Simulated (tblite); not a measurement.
**Run report: C7H12Ge, geometry relaxation (part 1 of 4)**

- system: C7H12Ge
- method: GFN2-xTB geometry optimisation, gas phase (tblite 0.8.0)

It belongs to a series of runs on one base structure; here: constitutional isomer.

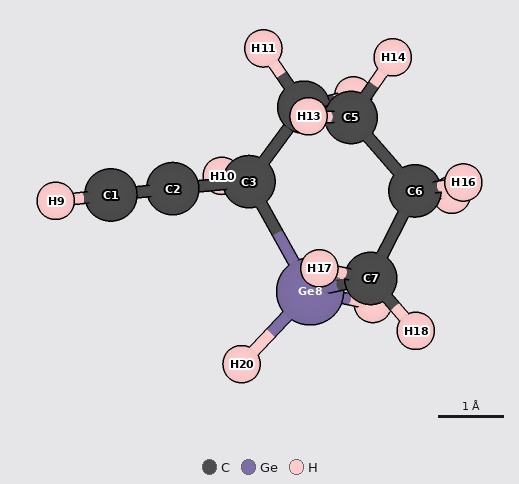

*The input geometry (ball-and-stick view, seen at a tilt; atoms are numbered from 1 in the order of the input). Sticks mark near contacts.*

Bond lengths as drawn: C–C 1.21 to 1.53 Å, C–Ge 1.94 to 1.96 Å, C–H 1.08 to 1.14 Å and Ge–H 1.53 to 1.55 Å.

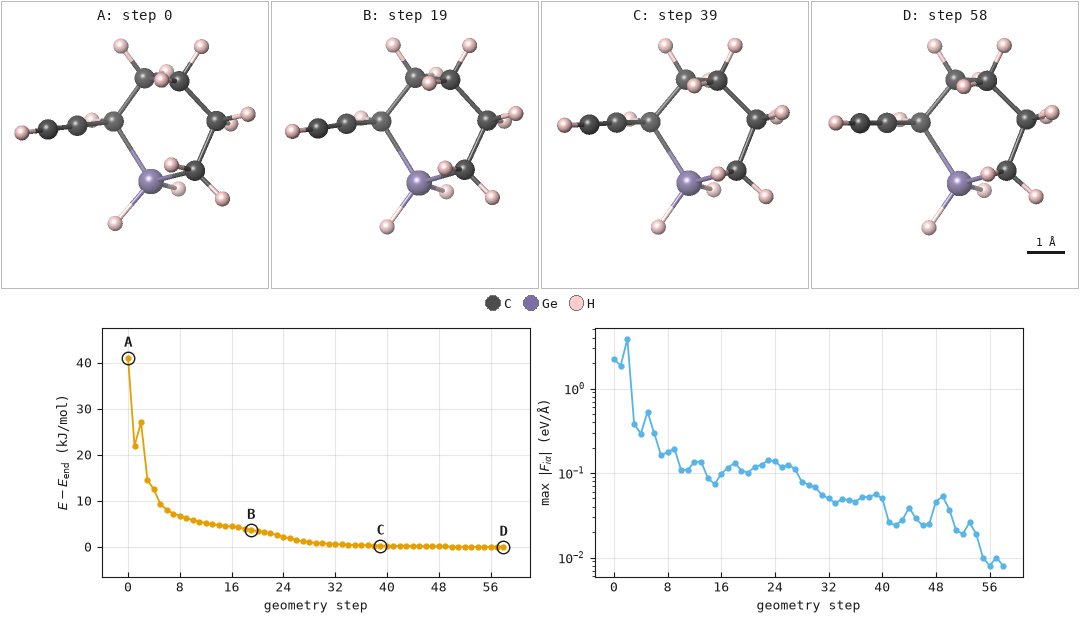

*Frames of the relaxation (ball-and-stick view, seen on its broad side) above the curves, on which the letters mark them (steps are counted from 0).*

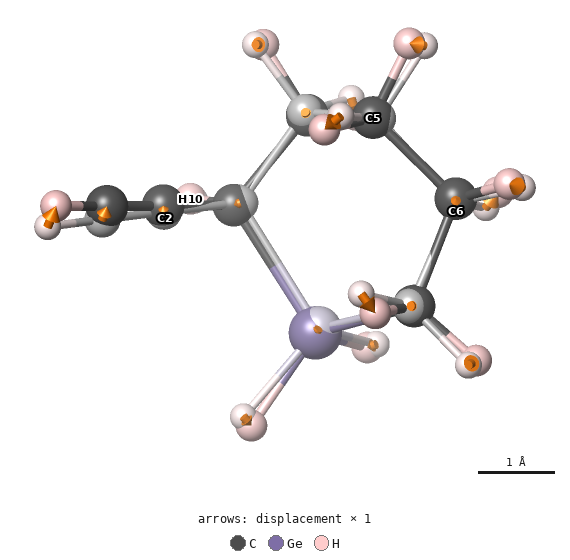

*Start (faint) and end (solid) with the displacements as orange arrows, at true length (ball-and-stick view, seen on its broad side). The two geometries are laid on each other by the best rigid fit.*

The energy falls by 41.1 kJ/mol in 58 geometry steps. Largest force component: 2.2 eV/Å at the start, 0.008 eV/Å at the end. The largest moves after the best rigid fit, 0.31 Å, are those of H9 and H17. By element the largest moves are H 0.31 Å, C 0.20 Å, Ge 0.08 Å. Among the contacts that change: C3–C4 1.483 → 1.535 Å, C5–H14 1.138 → 1.093 Å, Ge8–H20 1.550 → 1.507 Å, C3–Ge8 1.957 → 1.998 Å. Among the angles that change: H17–C7–H18 114.3° → 107.2°, C6–C7–Ge8 103.3° → 109.7°, C4–C5–H13 114.5° → 108.9°. (Atoms are counted from 1 in the order of the input.)

The input that produced these results follows, with the program's output.

**The input**
```
{"job": {"kind": "relax", "xc": "GFN2-xTB", "basis": "xTB"}, "charge": 0, "multiplicity": 1}
C     -1.624400     2.205800     1.433000
C     -1.274400     1.607400     0.438100
C     -0.831300     0.859200    -0.738000
C      0.629600     0.990800    -0.958500
C      1.488500     0.268900     0.054200
C      1.313900    -1.230800     0.078300
C      0.020500    -1.649400     0.776300
Ge    -1.362000    -0.997600    -0.418400
H     -1.939200     2.736300     2.319300
H     -1.441000     1.289700    -1.580000
H      0.879500     2.068300    -1.007000
H      0.899500     0.594200    -1.971500
H      1.467800     0.714900     1.082000
H      2.559900     0.417700    -0.300600
H      1.235600    -1.637100    -0.947600
H      2.183100    -1.741100     0.558100
H     -0.041400    -1.002800     1.685400
H     -0.026900    -2.725900     0.984700
H     -1.378000    -1.778800    -1.731600
H     -2.764400    -0.979000     0.240700
```

The first line tells a small driver script what to run in tblite; the rest is the geometry in Å.

Command:
```bash
OMP_NUM_THREADS=1 python <driver script> task.json out
```

**Output**
```
step      E/eV     max force
  0    -624.14640    2.277
  1    -624.34476    2.242
  2    -624.29176    4.752
  3    -624.42156    0.485
  4    -624.44286    0.395
  5    -624.47630    0.625
  6    -624.48826    0.343
  7    -624.49714    0.182
  8    -624.50211    0.210
  9    -624.50740    0.233
 10    -624.51159    0.143
 11    -624.51517    0.116
 12    -624.51829    0.139
 13    -624.52104    0.139
 14    -624.52308    0.117
 15    -624.52457    0.078
 16    -624.52607    0.110
 17    -624.52820    0.156
 18    -624.53101    0.172
 19    -624.53384    0.140
 20    -624.53623    0.119
 21    -624.53858    0.129
 22    -624.54144    0.141
 23    -624.54505    0.178
 24    -624.54911    0.170
 25    -624.55309    0.130
 26    -624.55672    0.145
 27    -624.55969    0.134
 28    -624.56167    0.095
 29    -624.56293    0.074
 30    -624.56394    0.081
 31    -624.56487    0.066
 32    -624.56571    0.062
 33    -624.56647    0.057
 34    -624.56716    0.057
 35    -624.56775    0.058
 36    -624.56820    0.048
 37    -624.56855    0.054
 38    -624.56890    0.061
 39    -624.56931    0.066
 40    -624.56967    0.053
 41    -624.56988    0.032
 42    -624.57000    0.029
 43    -624.57012    0.030
 44    -624.57029    0.043
 45    -624.57046    0.034
 46    -624.57062    0.029
 47    -624.57075    0.031
 48    -624.57091    0.047
 49    -624.57112    0.055
 50    -624.57134    0.039
 51    -624.57151    0.022
 52    -624.57161    0.020
 53    -624.57169    0.026
 54    -624.57176    0.020
 55    -624.57180    0.013
 56    -624.57183    0.011
 57    -624.57185    0.012
 58    -624.57187    0.009
```

**Trajectory as extended XYZ (Å, eV, eV/Å), 41 of the 59 frames kept, from step=0 to step=58**
```
20
Properties=species:S:1:pos:R:3:forces:R:3 step=0 energy=-624.14640
C    -1.6244    2.2058    1.4330    0.1920  -0.3350  -0.4500
C    -1.2744    1.6074    0.4381   -0.2130   0.6530   1.1570
C    -0.8313    0.8592   -0.7380   -1.9340   0.8420   0.1600
C     0.6296    0.9908   -0.9585    0.9230   0.5290  -1.1840
C     1.4885    0.2689    0.0542    2.2260   0.4680   0.1000
C     1.3139   -1.2308    0.0783    0.0080  -1.2950   0.0630
C     0.0205   -1.6494    0.7763    0.2150   0.6980   0.6280
Ge   -1.3620   -0.9976   -0.4184   -1.2350  -0.4860  -0.0690
H    -1.9392    2.7363    2.3193    0.3080  -0.4950  -0.9120
H    -1.4410    1.2897   -1.5800    0.6420  -0.2710   0.3450
H     0.8795    2.0683   -1.0070    0.1380  -0.3020   0.2160
H     0.8995    0.5942   -1.9715   -0.2630   0.0820   0.5830
H     1.4678    0.7149    1.0820   -0.3980  -0.3740  -0.7900
H     2.5599    0.4177   -0.3006   -0.8840   0.0910   0.4180
H     1.2356   -1.6371   -0.9476    0.4120   0.2950   0.1190
H     2.1831   -1.7411    0.5581   -0.4240   0.4910  -0.2250
H    -0.0414   -1.0028    1.6854   -0.1080  -0.9900  -0.1880
H    -0.0269   -2.7259    0.9847    0.1220   0.4750   0.2120
H    -1.3780   -1.7788   -1.7316   -0.0990   0.0500   0.1750
H    -2.7644   -0.9790    0.2407    0.3720  -0.1250  -0.3570
20
Properties=species:S:1:pos:R:3:forces:R:3 step=1 energy=-624.34476
C    -1.6217    2.2010    1.4266   -0.6360   1.0690   1.8650
C    -1.2775    1.6168    0.4547    0.6540  -0.9180  -1.5870
C    -0.8590    0.8712   -0.7357   -0.3860   0.4170   0.5110
C     0.6428    0.9984   -0.9754   -0.0530   0.0190   0.0640
C     1.5203    0.2756    0.0556    0.4530  -0.1880  -0.2910
C     1.3140   -1.2493    0.0792    0.0350  -0.0460   0.0460
C     0.0235   -1.6394    0.7853    0.0060   0.1890   0.0000
Ge   -1.3796   -1.0045   -0.4193   -0.7020  -0.2080   0.0290
H    -1.9348    2.7293    2.3062    0.2510  -0.3760  -0.6850
H    -1.4318    1.2858   -1.5751    0.2150   0.0380  -0.0400
H     0.8815    2.0639   -1.0039    0.2120   0.0500   0.1110
H     0.8957    0.5954   -1.9631   -0.1320  -0.0650   0.0500
H     1.4622    0.7095    1.0707   -0.2880  -0.2090  -0.4690
H     2.5472    0.4190   -0.2946    0.1180   0.1770   0.1480
H     1.2415   -1.6329   -0.9459    0.3270   0.1310  -0.0430
H     2.1771   -1.7341    0.5549   -0.0960   0.1570  -0.0280
H    -0.0429   -1.0170    1.6827   -0.0890  -0.5820   0.2390
H    -0.0252   -2.7192    0.9877    0.0840   0.4830   0.2080
H    -1.3794   -1.7780   -1.7291   -0.1140   0.0150   0.1290
H    -2.7591   -0.9808    0.2355    0.1400  -0.1550  -0.2560
20
Properties=species:S:1:pos:R:3:forces:R:3 step=3 energy=-624.42156
C    -1.6243    2.2052    1.4362    0.1110  -0.1970  -0.2490
C    -1.2735    1.6155    0.4508   -0.0520   0.2140   0.2380
C    -0.8706    0.8804   -0.7263    0.1570  -0.0630   0.1010
C     0.6437    0.9996   -0.9757   -0.1520  -0.0880   0.1850
C     1.5334    0.2715    0.0488   -0.1350  -0.1470  -0.2400
C     1.3148   -1.2524    0.0799    0.0230   0.1860  -0.0880
C     0.0238   -1.6333    0.7854   -0.1030   0.1360  -0.1880
Ge   -1.3990   -1.0106   -0.4187   -0.1680   0.0000   0.0350
H    -1.9305    2.7234    2.2946    0.0130   0.0380   0.0150
H    -1.4252    1.2865   -1.5763    0.1020   0.1080  -0.0940
H     0.8874    2.0646   -1.0005    0.1780   0.0170   0.0940
H     0.8916    0.5937   -1.9612   -0.1580  -0.0520  -0.0190
H     1.4538    0.7034    1.0571   -0.2190  -0.1400  -0.2860
H     2.5511    0.4242   -0.2907    0.3820   0.1670   0.0240
H     1.2509   -1.6290   -0.9469    0.2580   0.0580  -0.0580
H     2.1743   -1.7294    0.5542    0.0360   0.0270   0.0750
H    -0.0456   -1.0336    1.6895   -0.0780  -0.3440   0.3330
H    -0.0228   -2.7060    0.9936    0.0640   0.2600   0.1670
H    -1.3827   -1.7777   -1.7255   -0.1280  -0.0140   0.0800
H    -2.7557   -0.9852    0.2285   -0.1320  -0.1650  -0.1230
20
Properties=species:S:1:pos:R:3:forces:R:3 step=4 energy=-624.44286
C    -1.6233    2.2034    1.4348   -0.0760   0.1200   0.2730
C    -1.2734    1.6181    0.4532    0.1290  -0.1110  -0.2910
C    -0.8702    0.8809   -0.7232    0.0680  -0.0510   0.0420
C     0.6416    0.9986   -0.9731   -0.0550  -0.0390   0.0470
C     1.5337    0.2688    0.0440    0.0010  -0.0300  -0.1860
C     1.3153   -1.2502    0.0786    0.0320   0.0850  -0.0800
C     0.0222   -1.6300    0.7826   -0.0790   0.1380  -0.1070
Ge   -1.4046   -1.0116   -0.4181   -0.0560   0.0510   0.0150
H    -1.9295    2.7229    2.2928    0.0150   0.0340   0.0110
H    -1.4225    1.2882   -1.5778    0.1270   0.0820  -0.0190
H     0.8911    2.0649   -0.9985    0.1400  -0.0540   0.0960
H     0.8884    0.5927   -1.9610   -0.1780  -0.0250   0.0130
H     1.4490    0.7002    1.0504   -0.2010  -0.1190  -0.2210
H     2.5574    0.4276   -0.2897    0.2290   0.1330   0.0400
H     1.2564   -1.6275   -0.9479    0.2280   0.0360  -0.0630
H     2.1744   -1.7282    0.5552    0.0060   0.0410   0.0690
H    -0.0472   -1.0417    1.6957   -0.0670  -0.2920   0.2580
H    -0.0214   -2.6999    0.9971    0.0570   0.1810   0.1220
H    -1.3852   -1.7778   -1.7237   -0.1280  -0.0180   0.0690
H    -2.7573   -0.9885    0.2255   -0.1920  -0.1620  -0.0870
20
Properties=species:S:1:pos:R:3:forces:R:3 step=6 energy=-624.48826
C    -1.6219    2.2000    1.4377   -0.0860   0.1530   0.2950
C    -1.2691    1.6242    0.4524    0.0870  -0.1330  -0.2540
C    -0.8701    0.8807   -0.7167    0.0180  -0.0020  -0.1150
C     0.6381    0.9955   -0.9697    0.1360   0.0080  -0.1860
C     1.5420    0.2636    0.0235    0.1450   0.1340   0.0260
C     1.3187   -1.2446    0.0718    0.0450  -0.0570  -0.0230
C     0.0159   -1.6141    0.7741    0.0710   0.0050   0.1290
Ge   -1.4219   -1.0107   -0.4163    0.1400   0.1260   0.0090
H    -1.9268    2.7250    2.2907   -0.0010   0.0650   0.0690
H    -1.4067    1.2963   -1.5808    0.0970   0.0380   0.0610
H     0.9075    2.0604   -0.9875    0.0170  -0.1240   0.0430
H     0.8691    0.5892   -1.9597   -0.1440   0.0130  -0.0800
H     1.4251    0.6858    1.0223   -0.0990   0.0140   0.0630
H     2.5808    0.4431   -0.2839   -0.1150   0.0350   0.0320
H     1.2834   -1.6222   -0.9545    0.0880  -0.0630  -0.0560
H     2.1732   -1.7214    0.5615   -0.0450   0.0430   0.0670
H    -0.0549   -1.0785    1.7232   -0.0050  -0.0110  -0.0030
H    -0.0147   -2.6756    1.0113    0.0110  -0.0800  -0.0820
H    -1.3994   -1.7795   -1.7152   -0.1070  -0.0350   0.0230
H    -2.7736   -1.0066    0.2130   -0.2520  -0.1300  -0.0190
20
Properties=species:S:1:pos:R:3:forces:R:3 step=7 energy=-624.49714
C    -1.6217    2.1997    1.4407    0.0200  -0.0110   0.0000
C    -1.2675    1.6256    0.4508   -0.0170   0.0330   0.0530
C    -0.8685    0.8800   -0.7184    0.0440   0.0700  -0.0210
C     0.6403    0.9946   -0.9730    0.0910  -0.0230  -0.1020
C     1.5468    0.2653    0.0185    0.0120   0.0390   0.0700
C     1.3208   -1.2438    0.0692    0.0350  -0.0140   0.0060
C     0.0161   -1.6099    0.7748    0.1010  -0.0570   0.0810
Ge   -1.4227   -1.0071   -0.4155    0.0380   0.0590   0.0520
H    -1.9264    2.7279    2.2930    0.0100   0.0410   0.0350
H    -1.4001    1.2997   -1.5805    0.0490   0.0470   0.0050
H     0.9125    2.0562   -0.9835    0.0100  -0.0480  -0.0050
H     0.8602    0.5885   -1.9620   -0.0770  -0.0040  -0.1630
H     1.4160    0.6824    1.0165   -0.0600   0.0510   0.0970
H     2.5849    0.4484   -0.2817   -0.0790   0.0350   0.0150
H     1.2930   -1.6225   -0.9578    0.0450  -0.0710  -0.0080
H     2.1719   -1.7186    0.5651   -0.0210   0.0280   0.0650
H    -0.0572   -1.0885    1.7308    0.0260   0.0760  -0.0260
H    -0.0126   -2.6711    1.0129    0.0000  -0.1170  -0.1270
H    -1.4061   -1.7809   -1.7122   -0.0890  -0.0290   0.0230
H    -2.7848   -1.0150    0.2091   -0.1390  -0.1060  -0.0510
20
Properties=species:S:1:pos:R:3:forces:R:3 step=9 energy=-624.50740
C    -1.6207    2.1998    1.4450    0.0760  -0.0790  -0.1470
C    -1.2663    1.6282    0.4512   -0.0280   0.1250   0.1950
C    -0.8632    0.8836   -0.7203    0.0130   0.0900   0.0860
C     0.6463    0.9916   -0.9810   -0.0470  -0.0340   0.0270
C     1.5498    0.2682    0.0176   -0.1190  -0.0730   0.0330
C     1.3250   -1.2431    0.0673    0.0110   0.0120   0.0470
C     0.0216   -1.6097    0.7789    0.0170  -0.0670  -0.0500
Ge   -1.4217   -1.0006   -0.4110   -0.1060  -0.0560   0.0690
H    -1.9252    2.7329    2.2970    0.0280  -0.0090  -0.0290
H    -1.3912    1.3063   -1.5803    0.0010   0.0530  -0.0400
H     0.9184    2.0501   -0.9806    0.0370   0.0470  -0.0790
H     0.8473    0.5874   -1.9745    0.0140  -0.0060  -0.1130
H     1.4037    0.6825    1.0167   -0.0240   0.0500   0.0210
H     2.5852    0.4558   -0.2785    0.0040   0.0360   0.0300
H     1.3050   -1.6271   -0.9606    0.0130  -0.0340   0.0860
H     2.1702   -1.7146    0.5729    0.0450   0.0070   0.0540
H    -0.0571   -1.0930    1.7368    0.0730   0.0680  -0.0370
H    -0.0105   -2.6742    1.0063    0.0060  -0.0720  -0.1150
H    -1.4181   -1.7838   -1.7076   -0.0560   0.0030   0.0520
H    -2.8033   -1.0296    0.2017    0.0420  -0.0610  -0.0910
20
Properties=species:S:1:pos:R:3:forces:R:3 step=10 energy=-624.51159
C    -1.6197    2.2001    1.4469    0.0530  -0.0330  -0.0800
C    -1.2653    1.6304    0.4528    0.0220   0.0900   0.1090
C    -0.8608    0.8877   -0.7194   -0.0260   0.0390   0.0690
C     0.6485    0.9896   -0.9848   -0.0880  -0.0110   0.0460
C     1.5489    0.2685    0.0187   -0.1090  -0.0660  -0.0060
C     1.3272   -1.2431    0.0678    0.0000   0.0000   0.0600
C     0.0248   -1.6116    0.7802   -0.0420  -0.0440  -0.0820
Ge   -1.4228   -0.9987   -0.4074   -0.1050  -0.0660   0.0410
H    -1.9239    2.7348    2.2979    0.0250  -0.0140  -0.0260
H    -1.3872    1.3105   -1.5808   -0.0110   0.0460  -0.0230
H     0.9215    2.0481   -0.9815    0.0430   0.0430  -0.1030
H     0.8419    0.5870   -1.9831    0.0350   0.0060  -0.0160
H     1.3979    0.6842    1.0182   -0.0180   0.0320  -0.0350
H     2.5841    0.4597   -0.2763    0.0090   0.0250   0.0490
H     1.3102   -1.6304   -0.9598    0.0090  -0.0150   0.1090
H     2.1704   -1.7125    0.5778    0.0670   0.0030   0.0480
H    -0.0551   -1.0925    1.7378    0.0850   0.0170  -0.0520
H    -0.0096   -2.6784    0.9998    0.0110  -0.0320  -0.0870
H    -1.4249   -1.7851   -1.7044   -0.0410   0.0180   0.0620
H    -2.8111   -1.0377    0.1964    0.0810  -0.0410  -0.0830
20
Properties=species:S:1:pos:R:3:forces:R:3 step=12 energy=-624.51829
C    -1.6166    2.2015    1.4499   -0.0060   0.0720   0.0890
C    -1.2606    1.6363    0.4565    0.0940  -0.0150  -0.1000
C    -0.8601    0.8949   -0.7159   -0.0620  -0.0650  -0.0350
C     0.6479    0.9870   -0.9897   -0.0540   0.0280   0.0120
C     1.5438    0.2671    0.0197   -0.0090   0.0240  -0.0380
C     1.3306   -1.2442    0.0720   -0.0020  -0.0180   0.0420
C     0.0272   -1.6163    0.7786   -0.0660   0.0060  -0.0570
Ge   -1.4289   -0.9983   -0.4005    0.0170   0.0090  -0.0430
H    -1.9206    2.7373    2.2984    0.0080   0.0130   0.0290
H    -1.3815    1.3192   -1.5815   -0.0350   0.0200   0.0370
H     0.9284    2.0461   -0.9887    0.0140  -0.0210  -0.0970
H     0.8352    0.5871   -1.9949    0.0260   0.0090   0.1360
H     1.3876    0.6883    1.0181   -0.0280   0.0000  -0.0780
H     2.5811    0.4667   -0.2696   -0.0340  -0.0100   0.0600
H     1.3190   -1.6364   -0.9525    0.0200  -0.0130   0.0690
H     2.1740   -1.7088    0.5880    0.0400   0.0180   0.0390
H    -0.0472   -1.0920    1.7355    0.0580  -0.0790  -0.0600
H    -0.0075   -2.6863    0.9851    0.0030   0.0160  -0.0300
H    -1.4377   -1.7860   -1.6959   -0.0170   0.0200   0.0370
H    -2.8192   -1.0524    0.1843    0.0350  -0.0160  -0.0140
20
Properties=species:S:1:pos:R:3:forces:R:3 step=13 energy=-624.52104
C    -1.6146    2.2028    1.4514   -0.0100   0.0790   0.0980
C    -1.2567    1.6398    0.4577    0.0760  -0.0330  -0.1120
C    -0.8616    0.8965   -0.7148   -0.0450  -0.0610  -0.0600
C     0.6458    0.9865   -0.9909   -0.0070   0.0240  -0.0110
C     1.5409    0.2666    0.0190    0.0270   0.0500  -0.0210
C     1.3319   -1.2450    0.0751    0.0050  -0.0100   0.0130
C     0.0263   -1.6182    0.7759   -0.0250   0.0140  -0.0260
Ge   -1.4320   -0.9983   -0.3986    0.0730   0.0500  -0.0670
H    -1.9189    2.7386    2.2992    0.0070   0.0220   0.0430
H    -1.3800    1.3236   -1.5811   -0.0530   0.0070   0.0500
H     0.9320    2.0450   -0.9946   -0.0150  -0.0400  -0.0730
H     0.8332    0.5872   -1.9964    0.0160  -0.0120   0.1360
H     1.3824    0.6900    1.0155   -0.0380   0.0000  -0.0520
H     2.5794    0.4695   -0.2650   -0.0450  -0.0210   0.0430
H     1.3234   -1.6392   -0.9472    0.0290  -0.0240   0.0240
H     2.1769   -1.7067    0.5935    0.0020   0.0330   0.0360
H    -0.0421   -1.0941    1.7330    0.0230  -0.0960  -0.0370
H    -0.0064   -2.6890    0.9780   -0.0110   0.0170  -0.0120
H    -1.4437   -1.7858   -1.6911   -0.0060   0.0080   0.0020
H    -2.8212   -1.0592    0.1783   -0.0040  -0.0060   0.0250
```
